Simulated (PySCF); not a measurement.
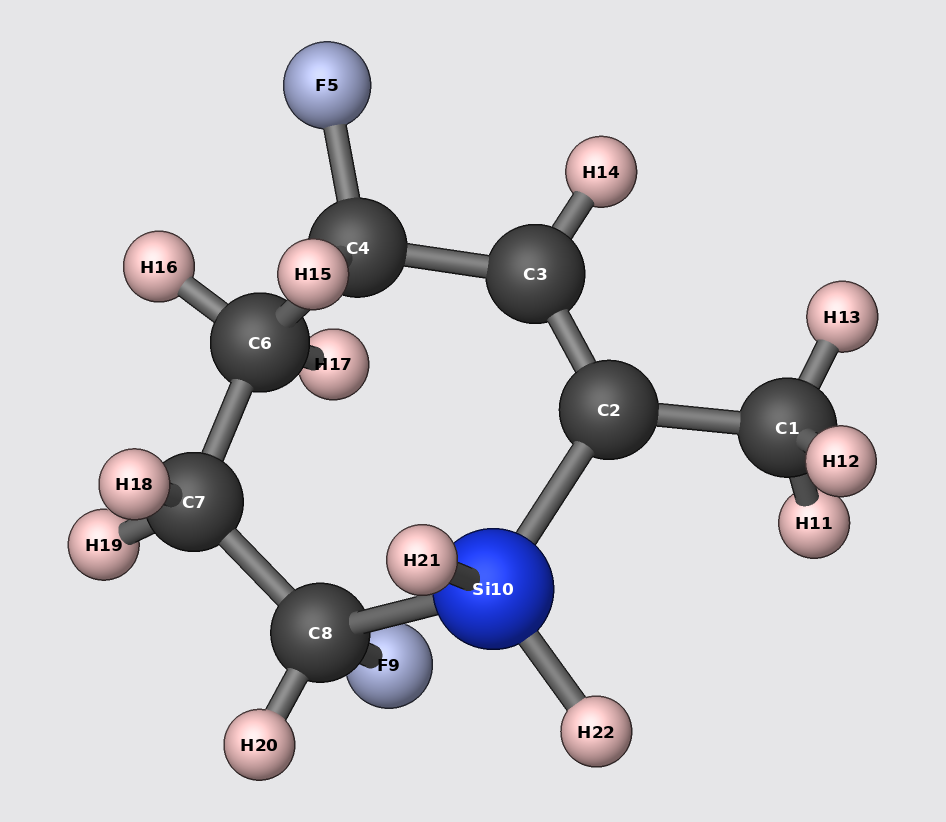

The geometry was computed by an optimisation with GFN2-xTB. No frequency run is at hand to confirm it as a minimum. Properties computed with GIAO PBE0/pcSseg-1 NMR shielding, non-relativistic, gas phase (PySCF 2.14.0). Principal shieldings σ11 ≤ σ22 ≤ σ33, span Ω = σ33 − σ11, skew κ = 3(σiso − σ22)/Ω.

Give the shielding tensors of the Si atoms.

| atom | σ11 | σ22 | σ33 | σiso | Ω | κ |
| --- | --- | --- | --- | --- | --- | --- |
| Si10 | 348.7 | 416.5 | 427.4 | 397.6 | 78.7 | −0.72 |

Shieldings and span in ppm.

The geometry is semi-empirical. Around Si such bond lengths and angles can be off by a tenth of an ångström or more and by several degrees, and values that hang on the shape move with them.
